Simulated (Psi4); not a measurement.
# SiHF2 (SMILES F[SiH]F): a chain of runs, part 1 of 2

We compute a structure relaxation (doublet SiHF2, U-wB97X-D/cc-pVDZ), then a single-point energy (singlet [SiHF2]+, wB97X-D/cc-pVDZ), then a geometry optimisation (singlet [SiHF2]+, wB97X-D/cc-pVDZ), then the energy (doublet SiHF2, U-wB97X-D/cc-pVDZ) of F2HSi. 

The results are computed with Psi4 1.11.

## (1) The molecule

SiHF2 has 4 atoms, charge 0, and is taken as a doublet. As SMILES, `F[SiH]F`. Geometry: relaxed at GFN2-xTB (4 decimals). The run starts from this shape.

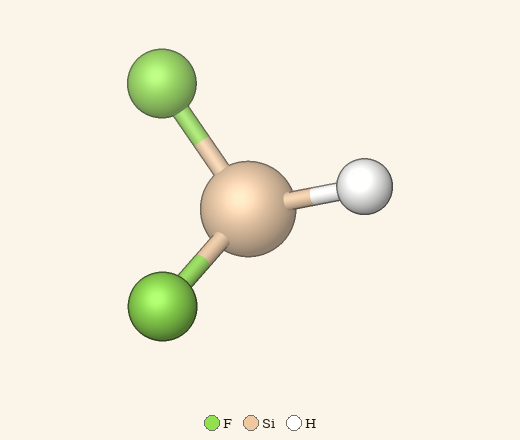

The structure, seen from a chosen angle (fluorine green, silicon light orange, hydrogen white).

## (2) A structure relaxation at U-wB97X-D/cc-pVDZ (density fitting) (run 1)

File f2hsi.sdf:

```

     RDKit          3D

  4  3  0  0  0  0  0  0  0  0999 V2000
    1.2269    0.6530   -0.4103 F   0  0  0  0  0  0  0  0  0  0  0  0
   -0.0281   -0.3429   -0.3011 Si  0  0  0  0  0  3  0  0  0  0  0  0
   -1.2342    0.7162   -0.2528 F   0  0  0  0  0  0  0  0  0  0  0  0
    0.0353   -1.0263    0.9641 H   0  0  0  0  0  0  0  0  0  0  0  0
  2  1  1  0
  3  2  1  0
  4  2  1  0
M  RAD  1   2   2
M  END
$$$$
```

File f2hsi.py:

```python
import psi4
from rdkit import Chem

psi4.set_memory('1600 MB')
psi4.set_num_threads(1)
psi4.core.set_output_file('run.log', False)

rd = Chem.SDMolSupplier('f2hsi.sdf', removeHs=False, sanitize=False)[0]
xyz = rd.GetConformer().GetPositions()
atoms = '\n'.join(f'{a.GetSymbol()} {x:.4f} {y:.4f} {z:.4f}' for a, (x, y, z) in zip(rd.GetAtoms(), xyz))
geom = psi4.geometry('0 2\n' + atoms + '')

psi4.set_options({
    'basis': 'cc-pVDZ',
    'reference': 'uks',
})

energy_value = psi4.optimize('wb97x-d')
print(f'total energy {energy_value:.8f} hartree = {energy_value * 27.211386:.5f} eV')
print(geom.to_string(dtype='xyz', units='Angstrom'))
```

The run is started by

```bash
$ python f2hsi.py
```

run.log:

```text
gradient() will perform analytic gradient computation.

   => Loading Basis Set <=

    Name: CC-PVDZ
    Role: ORBITAL
    Keyword: BASIS

   => WB97X-D: Empirical Dispersion <=

    Chai and Head-Gordon Dispersion Correction

        s6 =       1.000000

         ---------------------------------------------------------
                                   SCF
                              UKS Reference
                        1 Threads,   1525 MiB Core
         ---------------------------------------------------------

  ==> Geometry <==

    Molecular point group: c1
    Full point group: C1

    Geometry (in Angstrom), charge = 0, multiplicity = 2:

       Center              X                  Y                   Z               Mass
    ------------   -----------------  -----------------  -----------------  -----------------
         F            1.240176247717     0.423309990463    -0.110963134240    18.998403162730
         SI          -0.014823752283    -0.572590009537    -0.001763134240    27.976926534650
         F           -1.220923752283     0.486509990463     0.046536865760    18.998403162730
         H            0.048576247717    -1.255990009537     1.263436865760     1.007825032230

  Running in c1 symmetry.

  Rotational constants: A =      0.83100  B =      0.28475  C =      0.21977 [cm^-1]
  Rotational constants: A =  24912.87806  B =   8536.49418  C =   6588.65538 [MHz]
  Nuclear repulsion =  109.411760592478046

  Charge       = 0
  Multiplicity = 2
  Electrons    = 33
  Nalpha       = 17
  Nbeta        = 16

  ==> Algorithm <==

  SCF Algorithm Type is DF.
  DIIS enabled.
  MOM disabled.
  Fractional occupation disabled.
  Guess Type is SAD.
  Energy threshold   = 1.00e-08
  Density threshold  = 1.00e-08
  Integral threshold = 1.00e-12

  ==> Primary Basis <==

  Basis Set: CC-PVDZ
    Blend: CC-PVDZ
    Number of shells: 23
    Number of basis functions: 51
    Number of Cartesian functions: 54
    Spherical Harmonics?: true
    Max angular momentum: 2

  ==> DFT Potential <==

   => LibXC <=

    Version 7.1.2

   => Composite Functional: WB97X-D <=

    wB97X-D Hyb-GGA Exchange-Correlation Functional

    Deriv               =              1
    GGA                 =           TRUE
    Meta                =          FALSE

    Exchange Hybrid     =           TRUE
    MP2 Hybrid          =          FALSE

   => Exchange-Correlation Functionals <=

    1.0000   wB97X-D range-separated functional

   => Exact (HF) Exchange <=

    0.7780            HF,LR [omega = 0.2000]
    0.2220               HF

   => LibXC Density Thresholds  <==

    XC_HYB_GGA_XC_WB97X_D:  1.00E-14

   => Molecular Quadrature <=

    Radial Scheme          =       TREUTLER
    Pruning Scheme         =           NONE
    Nuclear Scheme         =       TREUTLER

    Blocking Scheme        =         OCTREE
    BS radius alpha        =              1
    Pruning alpha          =              1
    Radial Points          =             75
    Spherical Points       =            302
    Total Points           =          87248
    Total Blocks           =            692
    Max Points             =            256
    Max Functions          =             51
    Weights Tolerance      =       1.00E-15

   => Loading Basis Set <=

    Name: (CC-PVDZ AUX)
    Role: JKFIT
    Keyword: DF_BASIS_SCF

  ==> Integral Setup <==

  DFHelper Memory: AOs need 0.017 GiB; user supplied 1.007 GiB.
  SCF_SUBTYPE=INCORE selected. In-core MEM_DF algorithm will be used.
  Using in-core AOs.

  ==> MemDFJK: Density-Fitted J/K Matrices <==

    J tasked:                   Yes
    K tasked:                   Yes
    wK tasked:                  Yes
    Omega:                2.000E-01
    Memory [MiB]:              1031
    Algorithm:                 Core
    Schwarz Cutoff:           1E-12
    Mask sparsity (%):       0.0000
    Fitting Condition:        1E-10

   => Auxiliary Basis Set <=

  Basis Set: (CC-PVDZ AUX)
    Blend: CC-PVDZ-JKFIT
    Number of shells: 93
    Number of basis functions: 275
    Number of Cartesian functions: 317
    Spherical Harmonics?: true
    Max angular momentum: 3

  Cached 100.0% of DFT collocation blocks in 0.110 [GiB].

  Minimum eigenvalue in the overlap matrix is 2.9414018091E-02.
  Reciprocal condition number of the overlap matrix is 9.0384210433E-03.
    Using symmetric orthogonalization.

  ==> Pre-Iterations <==

  SCF Guess: Superposition of Atomic Densities via on-the-fly atomic UHF (no occupation information).

   -------------------------
    Irrep   Nso     Nmo
   -------------------------
     A         51      51
   -------------------------
    Total      51      51
   -------------------------

  ==> Iterations <==

                           Total Energy        Delta E     RMS |[F,P]|

[... 2 lines left out ...]
   @DF-UKS iter   2:  -489.66059257135089    2.49184e-02   1.13633e-02 DIIS/ADIIS
[... 3 lines left out ...]
   @DF-UKS iter   6:  -489.76405553554912   -1.74457e-06   4.84431e-06 DIIS
[... 3 lines left out ...]
   @DF-UKS iter  10:  -489.76405569204809   -1.33525e-10   6.00482e-08 DIIS
[... 11 lines left out ...]
   @Spin Contamination Metric:   1.483453105E-03
[... 3 lines left out ...]
   @S   Observed:                5.000000000E-01
[... 51 lines left out ...]
    One-Electron Energy =                -898.3141303201180108
[... 3 lines left out ...]
    VV10 Nonlocal Energy =                  0.0000000000000000
[... 26 lines left out ...]
 Dipole Z            :         -1.1933094            1.2451719            0.0518625
[... 126 lines left out ...]
	   Step    Total Energy     Delta E     Max Force     RMS Force      Max Disp      RMS Disp   ~
[... 139 lines left out ...]
   @DF-UKS iter   0:  -489.72127145874452   -4.89721e+02   2.91416e-03
[... 3 lines left out ...]
   @DF-UKS iter   4:  -489.76871376738097   -2.80603e-06   2.21910e-05 DIIS
[... 3 lines left out ...]
   @DF-UKS iter   8:  -489.76871451341668   -3.71642e-10   8.36382e-08 DIIS
[... 3 lines left out ...]
  Energy and wave function converged.
[... 11 lines left out ...]
   @S   Expected:                5.000000000E-01
[... 13 lines left out ...]
    Nuclear Repulsion Energy =            106.7296468048961202
[... 3 lines left out ...]
    Empirical Dispersion Energy =          -0.0005001613169745
[... 26 lines left out ...]
 Dipole Y            :          1.3293069           -2.0476896           -0.7183826
[... 90 lines left out ...]
	Measures of convergence in internal coordinates in au.
[... 105 lines left out ...]
                           Total Energy        Delta E     RMS |[F,P]|
[... 4 lines left out ...]
   @DF-UKS iter   3:  -489.76890112775652   -1.07464e-06   1.50148e-05 DIIS
[... 3 lines left out ...]
   @DF-UKS iter   7:  -489.76890152405758   -4.62308e-10   5.52089e-08 DIIS
[... 3 lines left out ...]
  Energy and wave function converged.
[... 11 lines left out ...]
   @S   Expected:                5.000000000E-01
[... 13 lines left out ...]
    Nuclear Repulsion Energy =            106.1106925297334982
[... 3 lines left out ...]
    Empirical Dispersion Energy =          -0.0005101711315873
[... 26 lines left out ...]
 Dipole Y            :          1.3334484           -2.0365922           -0.7031439
[... 90 lines left out ...]
	Measures of convergence in internal coordinates in au.
[... 93 lines left out ...]
                           Total Energy        Delta E     RMS |[F,P]|
[... 4 lines left out ...]
   @DF-UKS iter   3:  -489.76890545587401   -7.14255e-08   2.22954e-06 DIIS
[... 3 lines left out ...]
   @DF-UKS iter   7:  -489.76890547265020   -3.89377e-11   1.92699e-08 DIIS
[... 11 lines left out ...]
   @S^2 Expected:                7.500000000E-01
[... 4 lines left out ...]
    Final Occupation by Irrep:
[... 12 lines left out ...]
    Two-Electron Energy =                 326.0654458709760775
[... 3 lines left out ...]
    Total Energy =                       -489.7689054726524773
[... 67 lines left out ...]
    Weights Tolerance      =       1.00E-15
[... 54 lines left out ...]
	  Convergence Criteria     1.00e-06 *    3.00e-04 *             o    1.20e-03 *             o
[... 89 lines left out ...]
   @DF-UKS iter   1:  -489.76890328241132    1.79065e-04   5.92251e-06 DIIS
[... 3 lines left out ...]
   @DF-UKS iter   5:  -489.76890338853696   -3.77099e-10   8.37051e-08 DIIS
[... 11 lines left out ...]
   @Spin Contamination Metric:   1.684653367E-03
[... 3 lines left out ...]
   @S   Observed:                5.000000000E-01
[... 31 lines left out ...]
    Beta Virtual:

      17A     -0.064036    18A      0.100299    19A      0.116873
      20A      0.172462    21A      0.321378    22A      0.362952
      23A      0.416275    24A      0.424550    25A      0.472747
[... 8 lines of this table left out ...]
      50A      3.874241    51A      3.922066

    Final Occupation by Irrep:
              A
    DOCC [    16 ]
    SOCC [     1 ]
    NA   [    17 ]
    NB   [    16 ]

  @DF-UKS Final Energy:  -489.76890338859783

   => Energetics <=

    Nuclear Repulsion Energy =            106.0040101469981977
    One-Electron Energy =                -891.5146904155201355
    Two-Electron Energy =                 326.0547212904224921
    DFT Exchange-Correlation Energy =     -30.3124317869522315
    Empirical Dispersion Energy =          -0.0005126235461888
    VV10 Nonlocal Energy =                  0.0000000000000000
    Total Energy =                       -489.7689033885978347

  UHF NO Occupations:
  HONO-2 :   15  A 1.9998781
  HONO-1 :   16  A 1.9993690
  HONO-0 :   17  A 1.0000000
  LUNO+0 :   18  A 0.0006310
  LUNO+1 :   19  A 0.0001219
  LUNO+2 :   20  A 0.0000429
  LUNO+3 :   21  A 0.0000202

Computation Completed

Properties will be evaluated at   0.000000,   0.000000,   0.000000 [a0]

Properties computed using the SCF density matrix

 Multipole Moments:

 ------------------------------------------------------------------------------------
     Multipole            Electronic (a.u.)      Nuclear  (a.u.)        Total (a.u.)
 ------------------------------------------------------------------------------------

 L = 1.  Multiply by 2.5417464519 to convert [e a0] to [Debye]
 Dipole X            :         -0.0446524            0.0286039           -0.0160485
 Dipole Y            :          1.3376588           -2.0302560           -0.6925972
 Dipole Z            :         -1.2347004            1.2619062            0.0272058
 Magnitude           :                                                    0.6933171

 ------------------------------------------------------------------------------------

	total time  =          1 seconds =       0.02 minutes

         ------------------------------------------------------------
                                   SCF GRAD
         ------------------------------------------------------------

  ==> Geometry <==

    Molecular point group: c1
    Full point group: C1

    Geometry (in Angstrom), charge = 0, multiplicity = 2:

       Center              X                  Y                   Z               Mass
    ------------   -----------------  -----------------  -----------------  -----------------
         F            1.329654300020     0.398983434093    -0.109671452965    18.998403162730
         SI          -0.014712321383    -0.541754152874    -0.012458377779    27.976926534650
         F           -1.310640727713     0.466800197734     0.059285330291    18.998403162730
         H            0.049986873342    -1.281859760413     1.295664376734     1.007825032230

  Nuclear repulsion =  106.004010146998198

   => Molecular Quadrature <=

    Radial Scheme          =       TREUTLER
    Pruning Scheme         =           NONE
    Nuclear Scheme         =       TREUTLER

    Blocking Scheme        =         OCTREE
    BS radius alpha        =              1
    Pruning alpha          =              1
    Radial Points          =             75
    Spherical Points       =            302
    Total Points           =          87295
    Total Blocks           =            700
    Max Points             =            254
    Max Functions          =             51
    Weights Tolerance      =       1.00E-15

  -Total Gradient:
     Atom            X                  Y                   Z
    ------   -----------------  -----------------  -----------------
       1        0.000020425043    -0.000302848214    -0.000094487143
       2       -0.000016985308    -0.000612670406    -0.000019933350
       3       -0.000047782616    -0.000301069962    -0.000090127439
       4       -0.000000095780    -0.000190994634     0.000075083736

	total time  =          1 seconds =       0.02 minutes

    			-----------------------------------------

    			 OPTKING 3.0: for geometry optimizations

    			        with contributions from

    			-----------------------------------------

	                            ===> Fragment 1 <==

	 Z (Atomic Numbers)          Masses                          Geom
	       9.000000            18.998403          2.51268247  0.75396942 -0.20724901
	      14.000000            27.976927         -0.02780226 -1.02376698 -0.02354292
	       9.000000            18.998403         -2.47675202  0.88212453  0.11203304
	       1.000000             1.007825          0.09446150 -2.42236388  2.44845082

	 - Coordinate -           - BOHR/RAD -       - ANG/DEG -
	 R(1,2)           =         3.106148           1.643703
	 R(2,3)           =         3.106148           1.643703
	 R(2,4)           =         2.842846           1.504369
[... 5 lines of this table left out ...]
	 O(4,2,1,3)       =         1.044811          59.863246

	        --- Internal Coordinate Step in ANG or DEG, aJ/ANG or AJ/DEG ---
	-------------------------------------------------------------------------------
	           Coordinate      Previous         Force          Change          New
	           ----------      --------        ------          ------        ------
	               R(1,2)       1.64370       -0.00066       -0.00012       1.64359
	               R(2,3)       1.64370       -0.00067       -0.00012       1.64359
	               R(2,4)       1.50437        0.00030        0.00005       1.50442
[... 5 lines of this table left out ...]
	           O(4,2,1,3)      59.86325       -0.00000       -0.02683      59.83642
	-------------------------------------------------------------------------------

	                                 ==> Convergence Check <==

	Measures of convergence in internal coordinates in au.

	Criteria marked as inactive (o), active & met (*), and active & unmet ( ).

	----------------------------------------------------------------------------------------------
	   Step    Total Energy     Delta E     Max Force     RMS Force      Max Disp      RMS Disp
	----------------------------------------------------------------------------------------------
	  Convergence Criteria     1.00e-06 *    3.00e-04 *             o    1.20e-03 *             o
	----------------------------------------------------------------------------------------------
	     5    -489.76890339    2.08e-06      8.08e-05 *    5.58e-05 o    8.15e-04 *    4.97e-04 o  ~
	----------------------------------------------------------------------------------------------

Next Geometry in Ang
	Fragment 1 (Ang)

	    F   1.3299156162   0.3987989237  -0.1097247338
	   Si  -0.0146945145  -0.5413710364  -0.0123341893
	    F  -1.3109157670   0.4666294239   0.0592664134
	    H   0.0499827895  -1.2818875927   1.2956123859

    Final optimized geometry and variables:
    Molecular point group: c1
    Full point group: C1

    Geometry (in Angstrom), charge = 0, multiplicity = 2:

    F            1.329654300020     0.398983434093    -0.109671452965
    SI          -0.014712321383    -0.541754152874    -0.012458377779
    F           -1.310640727713     0.466800197734     0.059285330291
    H            0.049986873342    -1.281859760413     1.295664376734

[set-up sections that repeat, and orbital energies of the middle runs, are left out above]
```

Standard output:

```text
Some dependencies such as QCElemental have not yet finished migration to pydantic v2. If issues are encountered please downgrade pydantic or upgrade QCElemental as appropriate
	Energy has increased in a minimization.
	Energy ratio indicates iffy step.
	Intrafrag trust radius decreased to   0.25.
	Previous geometry is closer to target in internal coordinates, so using that one.

	Best geometry has RMS(Delta(q)) = 7.86e-08

Optimizer: Optimization complete!
total energy -489.76890339 hartree = -13327.29068 eV
4
0 2 F2HSi
F                     1.329654300020     0.398983434093    -0.109671452965
Si                   -0.014712321383    -0.541754152874    -0.012458377779
F                    -1.310640727713     0.466800197734     0.059285330291
H                     0.049986873342    -1.281859760413     1.295664376734
```

Run time: 18 s. Hardware: 1 thread of Intel Xeon 6975P-C (Granite Rapids), shared host; peak memory 0.44 GiB.

The path in brief:

```tsv
step	energy from the first frame kept (eV)	largest force (eV/Å)
0	0.0000	1.5371
1	-0.1268	0.3206
2	-0.1319	0.0567
3	-0.1320	0.0489
4	-0.1319	0.0315
```

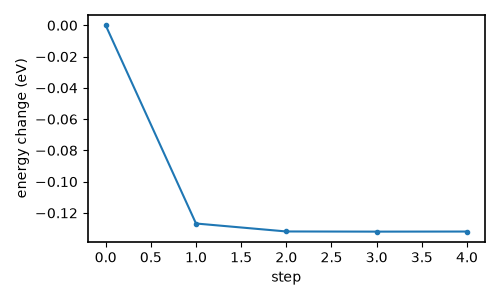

Energy along the run.

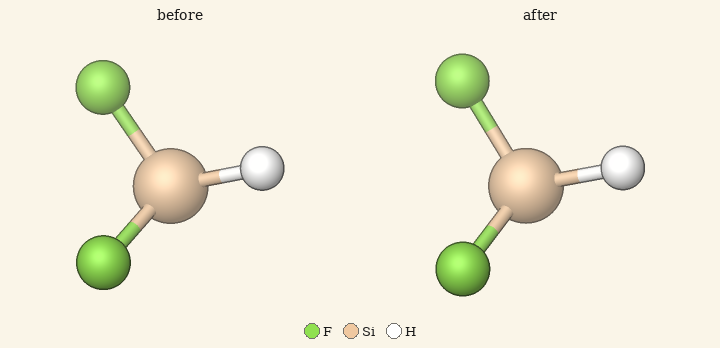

Before and after, at one scale.

After the run. Bond lengths: F1–Si2 1.644 Å, Si2–F3 1.644 Å, Si2–H4 1.504 Å. Angles: F1–Si2–F3 107.2°, F1–Si2–H4 107.3°, F3–Si2–H4 107.3°.

## (3) The singlet cation: the energy at wB97X-D/cc-pVDZ (density fitting) (run 2)

File job.dat:

```
memory 1.6 GB

molecule {
  1 1
  F
  Si 1 1.643703
  F 2 1.643702 1 107.23243
  H 2 1.504369 3 107.32677 1 115.04991
}

set globals {
  basis cc-pVDZ
}

result, w = energy("wb97x-d", return_wfn=True)
print_variables()
```

The run is started by

```bash
$ psi4 -i job.dat -o job.out -n 1
```

job.out, shortened:

```text
[...]
  Running in c1 symmetry.
[...]
  Nuclear repulsion =  106.004037364814920
[...]
  Multiplicity = 1
[...]
  Nalpha       = 16
  Nbeta        = 16
[...]
    Number of basis functions: 51
[...]
   @DF-RKS iter   1:  -489.29420055861414   -2.36474e-01   9.52501e-03 DIIS/ADIIS
[...]
   @DF-RKS iter   8:  -489.40792325892863   -2.54973e-08   5.80426e-07 DIIS
[...]
    Orbital Energies [Eh]
    ---------------------
    Doubly Occupied:
       1A    -66.753023     2A    -25.115697     3A    -25.115691
       4A     -5.846987     5A     -4.195372     6A     -4.191328
       7A     -4.188118     8A     -1.577808     9A     -1.561069
      10A     -0.944450    11A     -0.847079    12A     -0.834772
      13A     -0.813347    14A     -0.782849    15A     -0.771942
      16A     -0.761042
[...]
  @DF-RKS Final Energy:  -489.40792325892863
   => Energetics <=
    Nuclear Repulsion Energy =            106.0040373648149199
    One-Electron Energy =                -881.5621922714756238
    Two-Electron Energy =                 316.2387503220502936
    DFT Exchange-Correlation Energy =     -30.0880060510485485
    Empirical Dispersion Energy =          -0.0005126232697644
    VV10 Nonlocal Energy =                  0.0000000000000000
    Total Energy =                       -489.4079232589286335
[...]
 Multipole Moments:
 ------------------------------------------------------------------------------------
     Multipole            Electronic (a.u.)      Nuclear  (a.u.)        Total (a.u.)
 ------------------------------------------------------------------------------------
 L = 1.  Multiply by 2.5417464519 to convert [e a0] to [Debye]
 Dipole X            :          1.3843856           -1.2378240            0.1465615
 Dipole Y            :         -0.0549548            1.6465336            1.5915788
 Dipole Z            :         -0.0404858            1.2132110            1.1727252
 Magnitude           :                                                    1.9823945
[...]
```

Wall time 3 s (1 thread of Intel Xeon 6975P-C (Granite Rapids), shared host); peak memory 0.36 GiB.

(Continued in part 2 of 2.)
